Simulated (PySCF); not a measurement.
C₂H₁₀OSi₂, SMILES CO[SiH2][SiH2]C, singlet at its GFN2-xTB optimised geometry (Å):

```
15

C      3.1898    -0.5783     0.0000
O      1.7978    -0.5783     0.0000
Si     0.8009     0.7064     0.0000
Si    -1.2236    -0.3760     0.0012
C     -2.5932     0.9379    -0.0774
H      3.5779    -0.0763     0.8896
H      3.5320    -1.6139    -0.0059
H      3.5782    -0.0661    -0.8836
H      1.1088     1.5736     1.1543
H      1.1100     1.5738    -1.1538
H     -1.4840    -1.1928     1.2003
H     -1.4414    -1.2896    -1.1346
H     -2.5432     1.6139     0.7714
H     -3.5782     0.4828    -0.0743
H     -2.5146     1.5405    -0.9777
```

Level of theory: PBE0/def2-TZVP in PySCF. Cells within 0.4 Å of a nucleus heavier than hydrogen are left out (blank, or x).

Map of the LUMO amplitude (bohr^(-3/2)) on the plane z = 0.0 Å; orbital energy -0.42 eV, overall sign arbitrary:

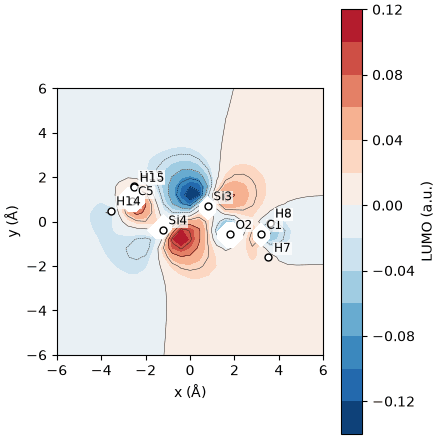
Figure. LUMO amplitude (bohr^(-3/2)) on the plane z = 0.0 Å.
